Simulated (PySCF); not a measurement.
**C3H7F3P2: electronic excitations**

Aim: predict the electronic excitations of C3H7F3P2 (`CCP(P)C(F)(F)F`).

Programs: PySCF 2.14.0, with density-fitted response routines of our own. Each step states its level of theory. These are calculated values for one molecule in the gas phase, unless marked as measured. Atoms count from 0, in the outputs and in this text.

### Step 1. The molecule as given

15 atoms, charge 0, multiplicity 1; geometry from: GFN2-xTB.

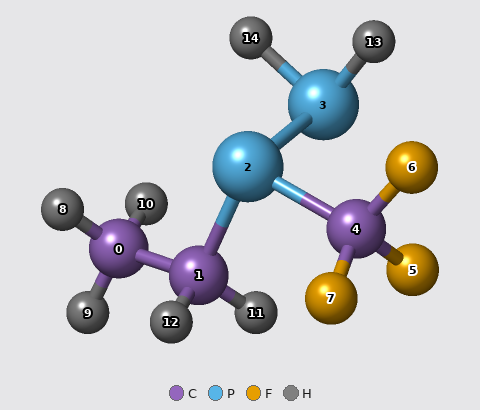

The starting geometry (carbon purple, phosphorus blue, fluorine amber, hydrogen grey), atoms numbered.

### Step 2. TDDFT and polarisability: CAM-B3LYP/def2-SVPD

The job: settings as JSON, then the geometry in Å.

```
{"job": {"kind": "uv", "xc": "CAM-B3LYP", "basis": "def2-SVPD", "nstates": 8, "ntriplets": 3}, "charge": 0, "multiplicity": 1}
C      2.151982    -0.031590     0.261612
C      0.880609    -0.622277    -0.333019
P     -0.406201     0.702591    -0.570042
P     -0.934910     1.052666     1.506481
C     -1.818034    -0.501394    -0.883722
F     -2.043967    -1.368134     0.118899
F     -2.970493     0.153466    -1.085663
F     -1.589009    -1.240521    -1.977359
H      2.535552     0.769862    -0.367152
H      2.917721    -0.799091     0.347853
H      1.956070     0.371770     1.255282
H      0.481204    -1.405650     0.318586
H      1.087866    -1.054581    -1.316374
H     -2.084208     1.763573     1.150520
H     -0.168595     2.217300     1.552187
```

Level: TDDFT CAM-B3LYP/def2-SVPD, vertical, gas phase, core orbitals frozen in the response.

On the command line:

```sh
$ OMP_NUM_THREADS=1 python probes_run.py task.json out
```

This one command runs all jobs of the session in turn.

What will the session give for the following? lowest singlet (CAM-B3LYP/def2-SVPD); brightest single state of those computed; lowest triplet. Wanted: lowest singlet; brightest single state of those computed; lowest triplet.

**Answer**, as computed:

| quantity | value |
| --- | --- |
| lowest singlet (CAM-B3LYP/def2-SVPD) | 5.83 eV (213 nm), f = 0.065 |
| brightest single state of those computed | state 2, 5.98 eV, f = 0.176 |
| lowest triplet | 4.62 eV |

What this shows: The lowest singlet, at 5.83 eV, is HOMO→LUMO+1 0.49, HOMO→LUMO 0.32 and is bright; of the 8 states computed, the strongest absorption comes from state 2 at 5.98 eV. The lowest triplet lies 1.21 eV below the lowest singlet (triplets in Tamm-Dancoff, singlets in full TDDFT).
